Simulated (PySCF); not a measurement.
# SiB (charge −1, triplet): what the fields show

```yaml
atoms:
  - { symbol: Si, position_ang: [0.0000, 0.0000, -0.5295] }
  - { symbol: B, position_ang: [0.0000, 0.0000, 1.3455] }
```

The calculation used PySCF, PBE0/aug-cc-pVDZ(-PP), non-relativistic Hamiltonian with scalar-relativistic core potentials where named, at a bond length of 1.875 Å.

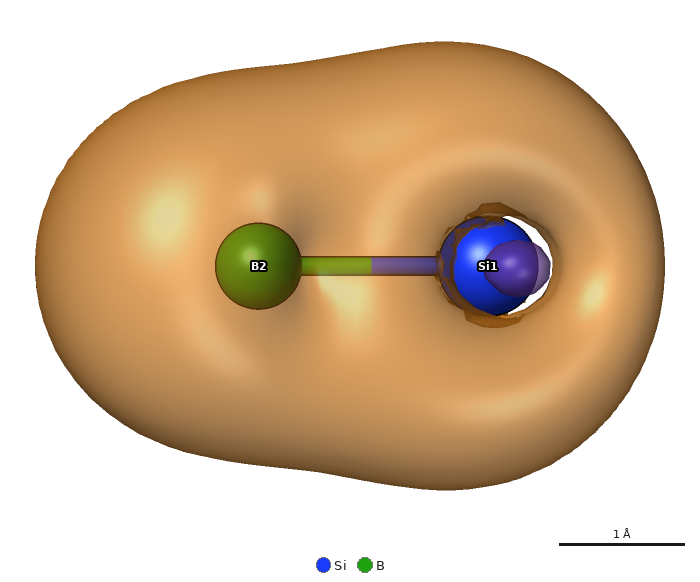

Figure 1. Isosurfaces of the spin density (α minus β) at +0.02 (orange) and −0.02 e/Å³ (purple), seen from one side.

**Describe the spin distribution.**

The unpaired spin (2 electrons) lies mostly on B2 (about 1.2) and Si1 (about 0.8), in electrons by Hirshfeld's partition.

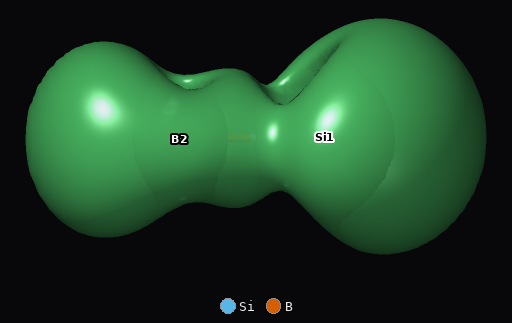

Figure 2. Isosurface of the electron localisation function at 0.75 (green), seen from one side. Core shells and regions of very low density are left out.

**Where are the electrons localised?**

The surface consists of one joined region spread over several atoms (B, Si), in which their bonds and any lone pairs are merged. Profiles from the grid: Si–B (1.87 Å): the ELF peaks at about 0.90 between the atoms (localised, covalent bonding).

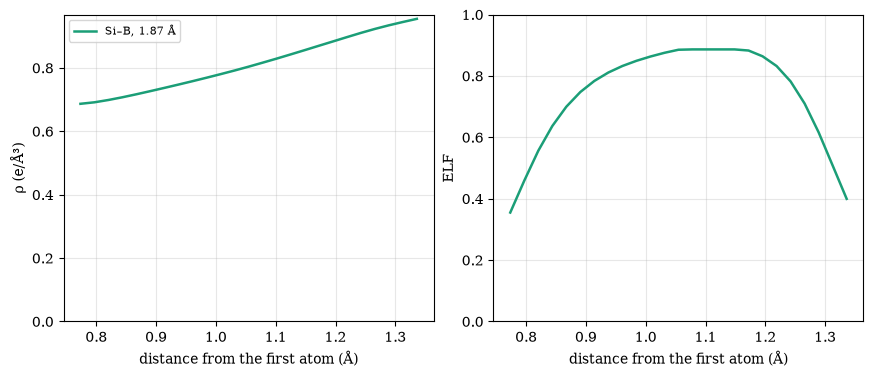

Figure 3. Electron density and ELF along straight lines between neighbouring atoms. The curves leave out the atomic cores.

**What kind of bonding do the profiles show?**

Si–B (1.87 Å): the density is about 0.75 e/Å³ at the midpoint; the ELF peaks at about 0.90 between the atoms, as expected for a shared electron pair.
